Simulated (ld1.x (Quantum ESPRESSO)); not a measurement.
# A PAW potential for Co, from input to tests, part 2 of 2

Do these settings give a usable potential? It is generated, then checked for transferability, scattering, ghosts and hardness.

ld1.x (Quantum ESPRESSO) 7.5; PBE, scalar-relativistic. Earlier steps stand in the parts before.

## (3) Transferability test

Input file Co.test.in:

```
 &input
   title='Co', zed=27., rel=1, dft='PBE', iswitch=2,
   config='[Ar] 3d7 4s2 4p0'
 /
 &test
   file_pseudo='Co.UPF', nconf=8,
   configts(1)='3d7 4s2 4p0',
   configts(2)='3d7 4s1 4p0',
   configts(3)='3d7 4s0 4p0',
   configts(4)='3d6 4s0 4p0',
   configts(5)='3d7 4s1.5 4p0',
   configts(6)='3d7 4s0 4p1',
   configts(7)='3d7.5 4s1.5 4p0',
   configts(8)='3d5 4s0 4p0'
 /
```

The run is started by

```bash
ld1.x < Co.test.in > Co.test.out
```

Co.test.out, the pseudopotential blocks, each with the warnings that came before it:

```text
     ---------------------- Testing the pseudopotential ----------------------

     Co
     scalar relativistic calculation

     atomic number is 27.00   valence charge is  9.00
     dft =SLA  PW   PBX  PBC   lsd =0 sic =0 latt =0  beta=0.20 tr2=1.0E-14
     mesh =1193 r(mesh) =  99.89935 xmin = -7.00 dx = 0.01250

     n l     nl             e AE (Ry)        e PS (Ry)    De AE-PS (Ry)
     3 2     3D   1( 7.00)       -0.60298       -0.60298        0.00000
     1 0     4S   1( 2.00)       -0.40202       -0.40202        0.00000
     2 1     4P   1( 0.00)       -0.09383       -0.09383        0.00000

     eps = 3.6E-17  iter =  4

     Etot =   -2786.294851 Ry,   -1393.147426 Ha,  -37909.472698 eV
     Etotps =  -161.451171 Ry,     -80.725586 Ha,   -2196.655090 eV

     Ekin =     116.788999 Ry,      58.394499 Ha,    1588.995277 eV
     Encl =    -215.349244 Ry,    -107.674622 Ha,   -2929.975735 eV
     Ehrt =      55.734693 Ry,      27.867346 Ha,     758.309124 eV
     Ecxc =    -118.625618 Ry,     -59.312809 Ha,   -1613.983756 eV
     (Ecc =     -17.129511 Ry,      -8.564755 Ha,    -233.058867 eV)

     ---------------------- End of pseudopotential test ----------------------

     ---------------------- Testing the pseudopotential ----------------------

     Co
     scalar relativistic calculation

     atomic number is 27.00   valence charge is  9.00
     dft =SLA  PW   PBX  PBC   lsd =0 sic =0 latt =0  beta=0.20 tr2=1.0E-14
     mesh =1193 r(mesh) =  99.89935 xmin = -7.00 dx = 0.01250

     n l     nl             e AE (Ry)        e PS (Ry)    De AE-PS (Ry)
     3 2     3D   1( 7.00)       -1.24646       -1.24532       -0.00114
     1 0     4S   1( 1.00)       -0.93803       -0.93835        0.00032
     2 1     4P   1( 0.00)       -0.54886       -0.54904        0.00017

     eps = 3.8E-17  iter =  9

     Etot =   -2785.631149 Ry,   -1392.815574 Ha,  -37900.442564 eV
     Etotps =  -160.787261 Ry,     -80.393630 Ha,   -2187.622128 eV
     dEtot_ae =       0.663703 Ry
     dEtot_ps =       0.663910 Ry,   Delta E=      -0.000208 Ry

     Ekin =     116.380308 Ry,      58.190154 Ha,    1583.434757 eV
     Encl =    -209.229994 Ry,    -104.614997 Ha,   -2846.719091 eV
     Ehrt =      50.312862 Ry,      25.156431 Ha,     684.541364 eV
     Ecxc =    -118.250437 Ry,     -59.125219 Ha,   -1608.879158 eV
     (Ecc =     -17.129511 Ry,      -8.564755 Ha,    -233.058867 eV)

     ---------------------- End of pseudopotential test ----------------------

     ---------------------- Testing the pseudopotential ----------------------

     Co
     scalar relativistic calculation

     atomic number is 27.00   valence charge is  9.00
     dft =SLA  PW   PBX  PBC   lsd =0 sic =0 latt =0  beta=0.20 tr2=1.0E-14
     mesh =1193 r(mesh) =  99.89935 xmin = -7.00 dx = 0.01250

     n l     nl             e AE (Ry)        e PS (Ry)    De AE-PS (Ry)
     3 2     3D   1( 7.00)       -1.98916       -1.98756       -0.00160
     1 0     4S   1( 0.00)       -1.53869       -1.53958        0.00089
     2 1     4P   1( 0.00)       -1.07841       -1.07896        0.00055

     eps = 1.9E-16  iter =  7

     Etot =   -2784.397424 Ry,   -1392.198712 Ha,  -37883.656885 eV
     Etotps =  -159.552841 Ry,     -79.776421 Ha,   -2170.826993 eV
     dEtot_ae =       1.897427 Ry
     dEtot_ps =       1.898330 Ry,   Delta E=      -0.000903 Ry

     Ekin =     115.329870 Ry,      57.664935 Ha,    1569.142816 eV
     Encl =    -201.739899 Ry,    -100.869950 Ha,   -2744.811156 eV
     Ehrt =      44.704340 Ry,      22.352170 Ha,     608.233535 eV
     Ecxc =    -117.847152 Ry,     -58.923576 Ha,   -1603.392187 eV
     (Ecc =     -17.129511 Ry,      -8.564755 Ha,    -233.058867 eV)

     ---------------------- End of pseudopotential test ----------------------

     Warning: n=3, l=2 expected 0 nodes, found 1
     ---------------------- Testing the pseudopotential ----------------------

     Co
     scalar relativistic calculation

     atomic number is 27.00   valence charge is  9.00
     dft =SLA  PW   PBX  PBC   lsd =0 sic =0 latt =0  beta=0.20 tr2=1.0E-14
     mesh =1193 r(mesh) =  99.89935 xmin = -7.00 dx = 0.01250

     n l     nl             e AE (Ry)        e PS (Ry)    De AE-PS (Ry)
     3 2     3D   1( 6.00)       -3.31966       -3.36281        0.04315  !
     1 0     4S   1( 0.00)       -2.38146       -2.38805        0.00660  !
     2 1     4P   1( 0.00)       -1.82341       -1.82893        0.00552  !

     eps = 7.1E-18  iter =  9

     Etot =   -2781.761040 Ry,   -1390.880520 Ha,  -37847.787048 eV
     Etotps =  -156.899431 Ry,     -78.449715 Ha,   -2134.725507 eV
     dEtot_ae =       4.533812 Ry
     dEtot_ps =       4.551740 Ry,   Delta E=      -0.017929 Ry

     Ekin =     109.331692 Ry,      54.665846 Ha,    1487.533443 eV
     Encl =    -185.364834 Ry,     -92.682417 Ha,   -2522.017047 eV
     Ehrt =      35.578341 Ry,      17.789170 Ha,     484.067988 eV
     Ecxc =    -116.444629 Ry,     -58.222315 Ha,   -1584.309892 eV
     (Ecc =     -17.129511 Ry,      -8.564755 Ha,    -233.058867 eV)

     ---------------------- End of pseudopotential test ----------------------

     ---------------------- Testing the pseudopotential ----------------------

     Co
     scalar relativistic calculation

     atomic number is 27.00   valence charge is  9.00
     dft =SLA  PW   PBX  PBC   lsd =0 sic =0 latt =0  beta=0.20 tr2=1.0E-14
     mesh =1193 r(mesh) =  99.89935 xmin = -7.00 dx = 0.01250

     n l     nl             e AE (Ry)        e PS (Ry)    De AE-PS (Ry)
     3 2     3D   1( 7.00)       -0.91071       -0.91013       -0.00058
     1 0     4S   1( 1.50)       -0.66067       -0.66080        0.00013
     2 1     4P   1( 0.00)       -0.30907       -0.30912        0.00006

     eps = 6.7E-15  iter =  7

     Etot =   -2786.030079 Ry,   -1393.015039 Ha,  -37905.870282 eV
     Etotps =  -161.186342 Ry,     -80.593171 Ha,   -2193.051907 eV
     dEtot_ae =       0.264773 Ry
     dEtot_ps =       0.264829 Ry,   Delta E=      -0.000056 Ry

     Ekin =     116.652000 Ry,      58.326000 Ha,    1587.131318 eV
     Encl =    -212.464792 Ry,    -106.232396 Ha,   -2890.730760 eV
     Ehrt =      53.070020 Ry,      26.535010 Ha,     722.054404 eV
     Ecxc =    -118.443570 Ry,     -59.221785 Ha,   -1611.506869 eV
     (Ecc =     -17.129511 Ry,      -8.564755 Ha,    -233.058867 eV)

     ---------------------- End of pseudopotential test ----------------------

     ---------------------- Testing the pseudopotential ----------------------

     Co
     scalar relativistic calculation

     atomic number is 27.00   valence charge is  9.00
     dft =SLA  PW   PBX  PBC   lsd =0 sic =0 latt =0  beta=0.20 tr2=1.0E-14
     mesh =1193 r(mesh) =  99.89935 xmin = -7.00 dx = 0.01250

     n l     nl             e AE (Ry)        e PS (Ry)    De AE-PS (Ry)
     3 2     3D   1( 7.00)       -1.35700       -1.35571       -0.00129
     1 0     4S   1( 0.00)       -1.00643       -1.00694        0.00051
     2 1     4P   1( 1.00)       -0.60637       -0.60660        0.00023

     eps = 4.7E-16  iter =  9

     Etot =   -2785.236570 Ry,   -1392.618285 Ha,  -37895.074046 eV
     Etotps =  -160.392439 Ry,     -80.196219 Ha,   -2182.250299 eV
     dEtot_ae =       1.058281 Ry
     dEtot_ps =       1.058733 Ry,   Delta E=      -0.000451 Ry

     Ekin =     116.084583 Ry,      58.042292 Ha,    1579.411213 eV
     Encl =    -207.768489 Ry,    -103.884245 Ha,   -2826.834303 eV
     Ehrt =      49.446635 Ry,      24.723318 Ha,     672.755745 eV
     Ecxc =    -118.155168 Ry,     -59.077584 Ha,   -1607.582954 eV
     (Ecc =     -17.129511 Ry,      -8.564755 Ha,    -233.058867 eV)

     ---------------------- End of pseudopotential test ----------------------

     ---------------------- Testing the pseudopotential ----------------------

     Co
     scalar relativistic calculation

     atomic number is 27.00   valence charge is  9.00
     dft =SLA  PW   PBX  PBC   lsd =0 sic =0 latt =0  beta=0.20 tr2=1.0E-14
     mesh =1193 r(mesh) =  99.89935 xmin = -7.00 dx = 0.01250

     n l     nl             e AE (Ry)        e PS (Ry)    De AE-PS (Ry)
     3 2     3D   1( 7.50)       -0.44423       -0.43967       -0.00455
     1 0     4S   1( 1.50)       -0.35944       -0.36043        0.00098
     2 1     4P   1( 0.00)       -0.07538       -0.07582        0.00044

     eps = 7.3E-15  iter =  9

     Etot =   -2786.365447 Ry,   -1393.182723 Ha,  -37910.433198 eV
     Etotps =  -161.520190 Ry,     -80.760095 Ha,   -2197.594143 eV
     dEtot_ae =      -0.070595 Ry
     dEtot_ps =      -0.069019 Ry,   Delta E=      -0.001576 Ry

     Ekin =     117.679103 Ry,      58.839551 Ha,    1601.105759 eV
     Encl =    -217.326839 Ry,    -108.663420 Ha,   -2956.882284 eV
     Ehrt =      57.014802 Ry,      28.507401 Ha,     775.725895 eV
     Ecxc =    -118.887255 Ry,     -59.443628 Ha,   -1617.543513 eV
     (Ecc =     -17.129511 Ry,      -8.564755 Ha,    -233.058867 eV)

     ---------------------- End of pseudopotential test ----------------------

     ---------------------- Testing the pseudopotential ----------------------

     Co
     scalar relativistic calculation

     atomic number is 27.00   valence charge is  9.00
     dft =SLA  PW   PBX  PBC   lsd =0 sic =0 latt =0  beta=0.20 tr2=1.0E-14
     mesh =1193 r(mesh) =  99.89935 xmin = -7.00 dx = 0.01250

     n l     nl             e AE (Ry)        e PS (Ry)    De AE-PS (Ry)
     3 2     3D   1( 5.00)       -4.84765       -4.98610        0.13845  !
     1 0     4S   1( 0.00)       -3.32737       -3.35681        0.02944  !
     2 1     4P   1( 0.00)       -2.68132       -2.70955        0.02823  !

     eps = 2.2E-16  iter =  7

     Etot =   -2777.692752 Ry,   -1388.846376 Ha,  -37792.435173 eV
     Etotps =  -152.744574 Ry,     -76.372287 Ha,   -2078.195805 eV
     dEtot_ae =       8.602099 Ry
     dEtot_ps =       8.706597 Ry,   Delta E=      -0.104497 Ry

     Ekin =      99.808463 Ry,      49.904232 Ha,    1357.963323 eV
     Encl =    -164.341775 Ry,     -82.170888 Ha,   -2235.983761 eV
     Ehrt =      26.455462 Ry,      13.227731 Ha,     359.944896 eV
     Ecxc =    -114.666724 Ry,     -57.333362 Ha,   -1560.120263 eV
     (Ecc =     -17.129511 Ry,      -8.564755 Ha,    -233.058867 eV)

     ---------------------- End of pseudopotential test ----------------------
```

Excitation and ionisation energies from 3d7 4s2 4p0, with the error of the potential. A star marks tests that logged a warning. The frozen-core shift comes from a second all-electron run, not shown, with the core orbitals held at their reference shape; it is that run's ΔE less the relaxed one.

| valence configuration | charge | ΔE all-electron (eV) | error AE − PS (meV) | frozen-core shift (meV) |
| --- | --- | --- | --- | --- |
| 3d7 4s1 4p0 | +1 | 9.030 | -2.8 | +2.4 |
| 3d7 4s0 4p0 | +2 | 25.816 | -12 | +9.5 |
| 3d6 4s0 4p0 * | +3 | 61.686 | -244 | +240 |
| 3d7 4s1.5 4p0 | +0.5 | 3.602 | -0.8 | +0.7 |
| 3d7 4s0 4p1 | +1 | 14.399 | -6.1 | +4.5 |
| 3d7.5 4s1.5 4p0 | 0 | -0.960 | -21 | +22 |
| 3d5 4s0 4p0 | +4 | 117.038 | -1422 | +1376 |

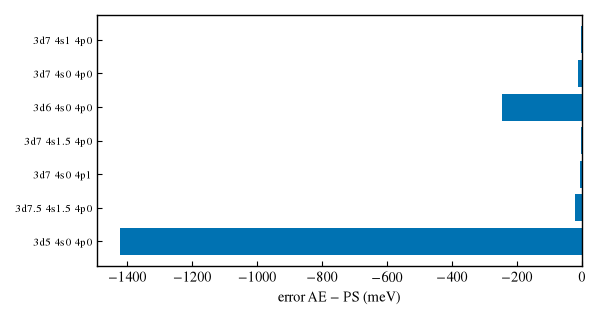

Error of the potential in each test configuration.

## (4) Scattering by logarithmic derivatives

Taken from the files of the generation run. The phase is arctan(r·u′/u) with u = r·R, unwrapped, with energies in Ry. A pole is an energy at which the radial function vanishes at the test radius. The pseudo phase is shifted by a multiple of π to meet the all-electron one at the reference energy. Levels narrower than the energy grid can be missing from the poles. The last column is the largest difference on the grid between −1 and +1 Ry.

| channel | radius (bohr) | reference (Ry) | poles AE | poles PS | window around the reference with phases within 0.05 rad (Ry) | largest difference near zero (rad) |
| --- | --- | --- | --- | --- | --- | --- |
| s | 2.65 | -0.40 | 1.23 | 1.23 | below 3.7 | 0.000 |
| p | 2.65 | -0.09 | 2.22 | 2.21 | below 4.2 | 0.000 |
| d | 2.65 | -0.60 | -0.51, 3.97 | -0.51, 3.99 | the whole range | 0.000 |

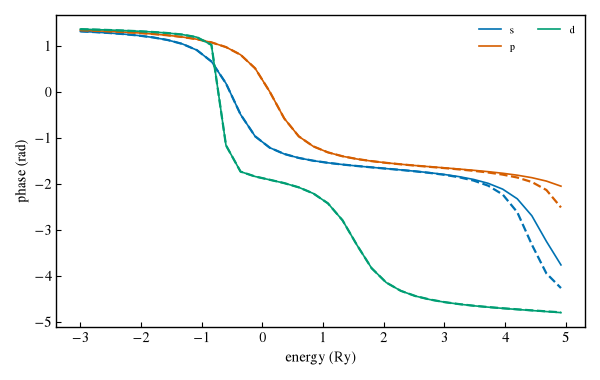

Phases by channel: all-electron solid, pseudo dashed.

## (5) Cutoff and ghost test in a Bessel basis

This step uses the generator's waves and projectors in a separate script. Basis: spherical Bessel functions vanishing at 20 bohr, q² up to the cutoff; potential fixed at the reference.

All-electron valence levels (Ry): 4s -0.4020, 4p -0.0938, 3d -0.6030. The lowest levels of each channel (Ry) by cutoff; the last column sums, over occupied levels, occupation times the distance from the level at 400 Ry. A positive value at high cutoff is not a bound level.

| cutoff (Ry) | s #1 | p #1 | d #1 | f #1 | Σ f·Δε (mRy) |
| --- | --- | --- | --- | --- | --- |
| 8 | -0.4018 | -0.0939 | 0.0597 | 0.1121 | 4639.8 |
| 18 | -0.4021 | -0.0939 | 0.0588 | 0.1121 | 4633.0 |
| 30 | -0.4021 | -0.0939 | 0.0563 | 0.1121 | 4615.8 |
| 50 | -0.4022 | -0.0939 | -0.2587 | 0.1121 | 2410.2 |
| 70 | -0.4022 | -0.0939 | -0.5330 | 0.1121 | 490.5 |
| 110 | -0.4022 | -0.0939 | -0.6017 | 0.1121 | 9.3 |
| 160 | -0.4022 | -0.0939 | -0.6027 | 0.1121 | 2.8 |
| 200 | -0.4022 | -0.0939 | -0.6029 | 0.1121 | 0.8 |
| 260 | -0.4022 | -0.0939 | -0.6030 | 0.1121 | 0.3 |
| 400 | -0.4022 | -0.0939 | -0.6031 | 0.1121 | 0.0 |

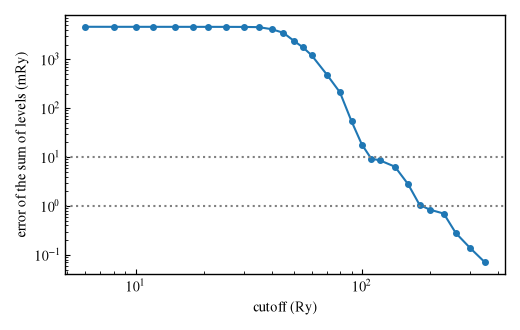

Occupation-weighted error of the valence levels against the cutoff; the dotted lines mark 10 and 1 mRy.

The sum stays within 10 mRy from 110 Ry and within 1 mRy from 200 Ry. The sum leaves out empty levels, which can need more. Ghost test: no level below the all-electron spectrum of its channel (s, p, d, f tested).

## (6) Results

The summary covers parts 1 to 2.

```
                                                quantity                       value
               cutoffs for 10 and 1 mRy, occupied levels           110 Ry and 200 Ry
                                            bound ghosts                  none found
                            largest test error (AE − PS)  -1422 meV, for 3d5 4s0 4p0
largest phase difference near zero energy, channels read                   0.000 rad
         lowest eigenvalue of the overlap (Bessel basis)                   0.433 (s)
```

The worst unpolarised test, 3d5 4s0 4p0, is off by 1422 meV on 117.0 eV; by total energies transferability rates as poor. That test lies far up in energy; among those under 40 eV, nearer to bonding, the largest error is 21 meV. Freezing the core accounts for most of it. By its cutoff, 110 Ry for the looser tolerance, it is hard. The slowest occupied level is 3d: taken alone it needs 140 Ry to come within 1 mRy, against 8 Ry for 4s. No bound ghost shows below the valence levels. Near zero energy the phases of the channels with partial waves agree within 0.001 rad. These are tests on the free atom; a crystal test is still owed.
